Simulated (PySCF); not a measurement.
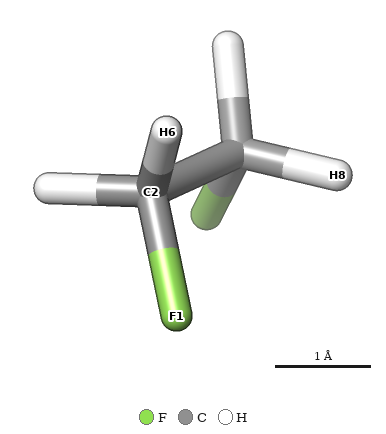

*The input geometry (stick view, seen at a tilt; atoms are numbered from 1 in the order of the input).*

Bond lengths as drawn: C–C 1.50 Å, C–F 1.40 Å and C–H 1.09 to 1.12 Å.

**Run report: C2H4F2 (charge +1), geometry relaxation (part 1 of 3)**

C2H4F2, charge +1, multiplicity 2, computed with HF/6-31G*, UHF (PySCF 2.14.0).

The atoms were displaced at random from an optimised geometry. The geometry is that of the parent species in another charge or spin state. Figures and captions count atoms from 1; the log counts them from 0 in places.

### Input (input.py)
```python
import numpy
from pyscf import gto, scf, symm
from pyscf.hessian import thermo
from pyscf.geomopt.geometric_solver import kernel as optimise

mol = gto.M(
    atom='start.xyz',
    basis='6-31g*',
    spin=1,
    max_memory=1860,
    verbose=3,
    charge=1,
)

hf = scf.UHF(mol)
hf.conv_tol = 1e-10
hf = hf.newton()
converged, mol_eq = optimise(hf, maxsteps=80)
print('converged:', converged)
print(mol_eq.tostring())

hf.reset(mol_eq)
mol = mol_eq
hf.kernel()
e_tot = hf.e_tot
print('Final energy', e_tot)
hess = hf.Hessian().kernel()
modes = thermo.harmonic_analysis(mol, hess)
print('frequencies (1/cm)', numpy.round(modes['freq_wavenumber'], 1))
symm.geom.TOLERANCE = 1e-3  # for the symmetry number
th = thermo.thermo(hf, modes['freq_au'], 298.15, 101325)
thermo.dump_thermo(mol, th)
```

### File start.xyz
```
8
C2H4F2
F     -1.322459     0.772713     0.914734
C     -0.127474     0.703836     0.183603
C      0.221575    -0.710348    -0.189281
F     -0.627925    -1.179698    -1.198174
H     -0.239895     1.367618    -0.693781
H      0.637992     1.118788     0.861224
H      1.284363    -0.710273    -0.543884
H      0.119954    -1.367297     0.679731
```

Launched with:
```bash
OMP_NUM_THREADS=1 python input.py
```

### The program's output
```
#|     Arguments passed to driver run_optimizer():      |#
customengine              <pyscf.geomopt.geometric_solver.PySCFEngine object>
maxiter                   80
----------------------------------------------------------
Custom engine selected.
Bonds will be generated from interatomic distances less than 1.20 times sum of covalent radii
24 internal coordinates being used (instead of 24 Cartesians)
Internal coordinate system (atoms numbered from 1):
Distance 1-2
Distance 2-3
Distance 2-5
Distance 2-6
Distance 3-4
Distance 3-7
Distance 3-8
Angle 1-2-3
Angle 1-2-5
Angle 1-2-6
Angle 3-2-5
Angle 3-2-6
Angle 5-2-6
Angle 2-3-4
Angle 2-3-7
Angle 2-3-8
Angle 4-3-7
Angle 4-3-8
Angle 7-3-8
Dihedral 1-2-3-4
Dihedral 1-2-3-7
Dihedral 1-2-3-8
Dihedral 5-2-3-4
Dihedral 5-2-3-7
Dihedral 5-2-3-8
Dihedral 6-2-3-4
Dihedral 6-2-3-7
Dihedral 6-2-3-8
Translation-X 1-8
Translation-Y 1-8
Translation-Z 1-8
Rotation-A 1-8
Rotation-B 1-8
Rotation-C 1-8
<class 'geometric.internal.Distance'> : 7
<class 'geometric.internal.Angle'> : 12
<class 'geometric.internal.Dihedral'> : 9
<class 'geometric.internal.TranslationX'> : 1
<class 'geometric.internal.TranslationY'> : 1
<class 'geometric.internal.TranslationZ'> : 1
<class 'geometric.internal.RotationA'> : 1
<class 'geometric.internal.RotationB'> : 1
<class 'geometric.internal.RotationC'> : 1
> ===== Optimization Info: ====
> Job type: Energy minimization
> Maximum number of optimization cycles: 80
> Initial / maximum trust radius (Angstrom): 0.100 / 0.300
> Convergence Criteria:
> Will converge when all 5 criteria are reached:
>  |Delta-E| < 1.00e-06
>  RMS-Grad  < 3.00e-04
>  Max-Grad  < 4.50e-04
>  RMS-Disp  < 1.20e-03
>  Max-Disp  < 1.80e-03
> === End Optimization Info ===

Geometry optimization cycle 1
Cartesian coordinates (Angstrom)
 Atom        New coordinates             dX        dY        dZ
   F  -1.322459   0.772713   0.914734    0.000000  0.000000  0.000000
   C  -0.127474   0.703836   0.183603    0.000000  0.000000  0.000000
   C   0.221575  -0.710348  -0.189281   -0.000000  0.000000  0.000000
   F  -0.627925  -1.179698  -1.198174    0.000000  0.000000  0.000000
   H  -0.239895   1.367618  -0.693781    0.000000  0.000000  0.000000
   H   0.637992   1.118788   0.861224    0.000000  0.000000  0.000000
   H   1.284363  -0.710273  -0.543884    0.000000  0.000000  0.000000
   H   0.119954  -1.367297   0.679731   -0.000000  0.000000  0.000000

WARN: Mole.unit (angstrom) is changed to Bohr

WARN: HOMO -0.358557032984104 >= LUMO -0.358557032984104

converged SCF energy = -276.464305099282  <S^2> = 0.75917027  2S+1 = 2.0091493
--------------- SecondOrderUHF_Scanner gradients ---------------
         x                y                z
0 F     0.0281320631    -0.0043176838    -0.0201261440
1 C    -0.0519099390    -0.0035768699     0.0579978330
2 C     0.0044581002     0.0331136335     0.0151717637
3 F    -0.0256881190    -0.0224545303    -0.0314261161
4 H     0.0078310735     0.0038043502    -0.0188220287
5 H     0.0137769942    -0.0022337591    -0.0065276812
6 H     0.0260689511    -0.0009866814    -0.0056159823
7 H    -0.0026691241    -0.0033484591     0.0093483556
----------------------------------------------
cycle 1: E = -276.464305099  dE = -276.464  norm(grad) = 0.110769
Step    0 : Gradient = 3.916e-02/7.792e-02 (rms/max) Energy = -276.4643050993
Hessian Eigenvalues: 2.30000e-02 5.00000e-02 5.00000e-02 ... 3.43412e-01 4.51924e-01 4.56321e-01

Geometry optimization cycle 2
Cartesian coordinates (Angstrom)
 Atom        New coordinates             dX        dY        dZ
   F  -1.312920   0.775140   0.898830    0.009539  0.002427 -0.015904
   C  -0.087609   0.697194   0.140307    0.039865 -0.006642 -0.043296
   C   0.239577  -0.739425  -0.178303    0.018002 -0.029077  0.010978
   F  -0.608319  -1.116810  -1.154359    0.019606  0.062888  0.043815
   H  -0.259931   1.380381  -0.677694   -0.020036  0.012763  0.016087
   H   0.586423   1.158003   0.871185   -0.051569  0.039215  0.009961
   H   1.248430  -0.754930  -0.551822   -0.035933 -0.044657 -0.007938
   H   0.140479  -1.404214   0.666029    0.020525 -0.036917 -0.013702
converged SCF energy = -276.475026632056  <S^2> = 0.75759894  2S+1 = 2.0075846
--------------- SecondOrderUHF_Scanner gradients ---------------
         x                y                z
0 F     0.0314141702    -0.0008063369    -0.0193028363
1 C    -0.0439571507    -0.0029590154     0.0149048508
2 C     0.0091437924     0.0000661448     0.0068363157
3 F     0.0025362631     0.0032549925     0.0017684512
4 H     0.0025916635     0.0033368228     0.0014912297
5 H     0.0042357818     0.0005489317    -0.0024755923
6 H    -0.0054974056    -0.0008359214    -0.0001268275
7 H    -0.0004671146    -0.0026056182    -0.0030955912
----------------------------------------------
cycle 2: E = -276.475026632  dE = -0.0107215  norm(grad) = 0.0613654
Step    1 : Displace = 5.226e-02/7.911e-02 (rms/max) Trust = 1.000e-01 (=) Grad = 2.170e-02/4.651e-02 (rms/max) E (change) = -276.4750266321 (-1.072e-02) Quality = 1.123
Hessian Eigenvalues: 2.28849e-02 5.00000e-02 5.00000e-02 ... 3.41800e-01 3.79400e-01 5.72490e-01

Geometry optimization cycle 3
Cartesian coordinates (Angstrom)
 Atom        New coordinates             dX        dY        dZ
   F  -1.334502   0.763341   0.908034   -0.021582 -0.011798  0.009204
   C  -0.050852   0.698844   0.129571    0.036757  0.001649 -0.010736
   C   0.243040  -0.744222  -0.195516    0.003463 -0.004797 -0.017212
   F  -0.619027  -1.115354  -1.147578   -0.010708  0.001456  0.006781
   H  -0.253165   1.371789  -0.678990    0.006765 -0.008593 -0.001296
   H   0.568090   1.170965   0.894878   -0.018333  0.012962  0.023693
   H   1.249830  -0.772778  -0.565432    0.001400 -0.017848 -0.013610
   H   0.142716  -1.377245   0.669206    0.002237  0.026969  0.003177
converged SCF energy = -276.479833136599  <S^2> = 0.75635796  2S+1 = 2.0063479
--------------- SecondOrderUHF_Scanner gradients ---------------
         x                y                z
0 F     0.0306936783     0.0000568411    -0.0155050676
1 C    -0.0391962971    -0.0003065576     0.0076179786
2 C     0.0066614343    -0.0089562944    -0.0043257772
3 F     0.0059910332     0.0048876905     0.0066172065
4 H     0.0036906226    -0.0008419689     0.0051841234
5 H     0.0007381904     0.0031593240     0.0013279592
6 H    -0.0078467060     0.0003307619     0.0020310423
7 H    -0.0007319557     0.0016702034    -0.0029474652
----------------------------------------------
cycle 3: E = -276.479833137  dE = -0.0048065  norm(grad) = 0.0561709
Step    2 : Displace = 2.522e-02/3.849e-02 (rms/max) Trust = 1.414e-01 (+) Grad = 1.986e-02/3.993e-02 (rms/max) E (change) = -276.4798331366 (-4.807e-03) Quality = 1.727
Hessian Eigenvalues: 1.87841e-02 2.87389e-02 5.00000e-02 ... 3.41050e-01 3.66870e-01 5.45501e-01

Geometry optimization cycle 4
Cartesian coordinates (Angstrom)
 Atom        New coordinates             dX        dY        dZ
   F  -1.498203   0.712008   0.898690   -0.163701 -0.051334 -0.009344
   C   0.112433   0.715209   0.106171    0.163284  0.016365 -0.023400
   C   0.250843  -0.738948  -0.224790    0.007803  0.005274 -0.029274
   F  -0.672982  -1.079339  -1.101404   -0.053955  0.036015  0.046174
   H  -0.238790   1.343445  -0.677723    0.014376 -0.028344  0.001268
   H   0.555850   1.188073   0.947639   -0.012240  0.017108  0.052762
   H   1.254632  -0.830983  -0.618212    0.004802 -0.058205 -0.052780
   H   0.182348  -1.314126   0.683799    0.039631  0.063119  0.014593
converged SCF energy = -276.492487727417  <S^2> = 0.75477745  2S+1 = 2.0047718
--------------- SecondOrderUHF_Scanner gradients ---------------
         x                y                z
0 F     0.0200948208    -0.0001122946    -0.0091504285
1 C     0.0022040900     0.0147182486     0.0171488761
2 C    -0.0161444552    -0.0161676814    -0.0257865770
3 F     0.0110823288     0.0032100357     0.0124501388
4 H    -0.0005450739    -0.0092526333     0.0071715527
5 H    -0.0133262835    -0.0015137819    -0.0065647852
6 H    -0.0045125739     0.0026970289     0.0044201178
7 H     0.0011471469     0.0064210780     0.0003111052
----------------------------------------------
cycle 4: E = -276.492487727  dE = -0.0126546  norm(grad) = 0.0541143
Step    3 : Displace = 1.003e-01/1.702e-01 (rms/max) Trust = 2.000e-01 (+) Grad = 1.913e-02/3.445e-02 (rms/max) E (change) = -276.4924877274 (-1.265e-02) Quality = 1.179
Hessian Eigenvalues: 1.78725e-02 2.73589e-02 5.00000e-02 ... 3.46640e-01 3.64746e-01 5.33481e-01

Geometry optimization cycle 5
Cartesian coordinates (Angstrom)
 Atom        New coordinates             dX        dY        dZ
   F  -1.595358   0.708075   0.922678   -0.097155 -0.003932  0.023987
   C   0.152125   0.718392   0.079964    0.039692  0.003183 -0.026207
   C   0.261542  -0.734635  -0.218869    0.010699  0.004313  0.005921
   F  -0.683255  -1.065511  -1.088556   -0.010273  0.013828  0.012848
   H  -0.231618   1.360524  -0.689395    0.007171  0.017079 -0.011672
   H   0.576251   1.179417   0.952640    0.020401 -0.008656  0.005000
   H   1.263214  -0.855873  -0.634408    0.008582 -0.024891 -0.016196
   H   0.203230  -1.315049   0.690118    0.020882 -0.000923  0.006319
converged SCF energy = -276.49750057899  <S^2> = 0.75429584  2S+1 = 2.0042912
--------------- SecondOrderUHF_Scanner gradients ---------------
         x                y                z
0 F     0.0125664100     0.0000325861    -0.0057316833
1 C     0.0025524672     0.0063899309     0.0063332665
2 C    -0.0122773706    -0.0114404851    -0.0142623771
3 F     0.0060377043     0.0033717591     0.0077860239
4 H    -0.0021644616    -0.0032791438     0.0023808788
5 H    -0.0082065219     0.0012128862     0.0009900692
6 H    -0.0006462040     0.0005644872     0.0017811953
7 H     0.0021379768     0.0031479794     0.0007226268
----------------------------------------------
cycle 5: E = -276.497500579  dE = -0.00501285  norm(grad) = 0.0313292
Step    4 : Displace = 4.381e-02/1.008e-01 (rms/max) Trust = 2.828e-01 (+) Grad = 1.108e-02/2.202e-02 (rms/max) E (change) = -276.4975005790 (-5.013e-03) Quality = 1.511
Hessian Eigenvalues: 1.74462e-02 2.43271e-02 5.00000e-02 ... 3.57453e-01 3.68508e-01 4.93381e-01

Geometry optimization cycle 6
Cartesian coordinates (Angstrom)
 Atom        New coordinates             dX        dY        dZ
   F  -1.718537   0.715806   0.989288   -0.123179  0.007731  0.066610
   C   0.184547   0.717471   0.047123    0.032423 -0.000921 -0.032842
   C   0.269405  -0.724326  -0.211368    0.007863  0.010309  0.007501
   F  -0.671693  -1.075409  -1.097719    0.011562 -0.009898 -0.009163
   H  -0.219163   1.377710  -0.699217    0.012456  0.017186 -0.009822
   H   0.626677   1.154932   0.927312    0.050425 -0.024485 -0.025328
   H   1.270744  -0.858773  -0.635136    0.007529 -0.002900 -0.000728
   H   0.204150  -1.312071   0.693889    0.000921  0.002978  0.003770
converged SCF energy = -276.501167743249  <S^2> = 0.7538042  2S+1 = 2.0038006
--------------- SecondOrderUHF_Scanner gradients ---------------
         x                y                z
0 F     0.0051799276    -0.0003293540    -0.0023464151
1 C     0.0010965372     0.0013420464    -0.0035016483
2 C     0.0007593807    -0.0010078785     0.0023636312
3 F    -0.0018580225     0.0002977170    -0.0000038409
4 H     0.0000434373    -0.0003688949     0.0017214486
5 H    -0.0048878218     0.0001209804     0.0026940814
6 H    -0.0015231835    -0.0003593728    -0.0008083196
7 H     0.0011897449     0.0003047565    -0.0001189373
----------------------------------------------
cycle 6: E = -276.501167743  dE = -0.00366716  norm(grad) = 0.00986514
Step    5 : Displace = 5.776e-02/1.409e-01 (rms/max) Trust = 3.000e-01 (+) Grad = 3.488e-03/5.696e-03 (rms/max) E (change) = -276.5011677432 (-3.667e-03) Quality = 1.299
Hessian Eigenvalues: 1.62633e-02 2.08331e-02 5.00000e-02 ... 3.58253e-01 3.67863e-01 5.07604e-01

Geometry optimization cycle 7
Cartesian coordinates (Angstrom)
 Atom        New coordinates             dX        dY        dZ
   F  -1.792328   0.736958   1.057613   -0.073792  0.021152  0.068325
   C   0.195090   0.712307   0.032916    0.010543 -0.005164 -0.014206
   C   0.267707  -0.722546  -0.212594   -0.001698  0.001780 -0.001226
   F  -0.643809  -1.085485  -1.126140    0.027884 -0.010076 -0.028421
   H  -0.229541   1.373612  -0.706046   -0.010379 -0.004097 -0.006829
   H   0.681209   1.147206   0.893317    0.054532 -0.007726 -0.033994
   H   1.283406  -0.852245  -0.614305    0.012662  0.006528  0.020831
   H   0.184398  -1.314468   0.689410   -0.019752 -0.002397 -0.004478
converged SCF energy = -276.502548943595  <S^2> = 0.75357718  2S+1 = 2.003574
--------------- SecondOrderUHF_Scanner gradients ---------------
         x                y                z
0 F     0.0020196013    -0.0004035463    -0.0011681707
1 C    -0.0008999581    -0.0016515369    -0.0025943461
2 C     0.0034628636     0.0018623563     0.0059358242
3 F    -0.0027886813    -0.0004617993    -0.0015724947
4 H     0.0004668616     0.0011571833    -0.0007702643
5 H    -0.0016593855     0.0002641127     0.0026973642
6 H    -0.0009624180    -0.0004681643    -0.0020004707
7 H     0.0003611165    -0.0002986055    -0.0005274420
----------------------------------------------
cycle 7: E = -276.502548944  dE = -0.0013812  norm(grad) = 0.00974297
Step    6 : Displace = 4.730e-02/1.021e-01 (rms/max) Trust = 3.000e-01 (=) Grad = 3.445e-03/7.120e-03 (rms/max) E (change) = -276.5025489436 (-1.381e-03) Quality = 1.479
Hessian Eigenvalues: 8.84893e-03 1.90244e-02 5.00000e-02 ... 3.57616e-01 3.72884e-01 5.13519e-01

Geometry optimization cycle 8
Cartesian coordinates (Angstrom)
 Atom        New coordinates             dX        dY        dZ
   F  -1.864442   0.770388   1.152609   -0.072114  0.033430  0.094997
   C   0.206878   0.705994   0.012796    0.011788 -0.006313 -0.020121
   C   0.261372  -0.723511  -0.222162   -0.006334 -0.000965 -0.009568
   F  -0.599375  -1.100947  -1.173082    0.044433 -0.015462 -0.046942
   H  -0.256520   1.363731  -0.705833   -0.026979 -0.009882  0.000213
   H   0.745293   1.138605   0.840495    0.064084 -0.008601 -0.052822
   H   1.302082  -0.845210  -0.570970    0.018676  0.007035  0.043335
   H   0.150844  -1.313710   0.680318   -0.033554  0.000758 -0.009093
converged SCF energy = -276.503401904698  <S^2> = 0.75335933  2S+1 = 2.0033565
```
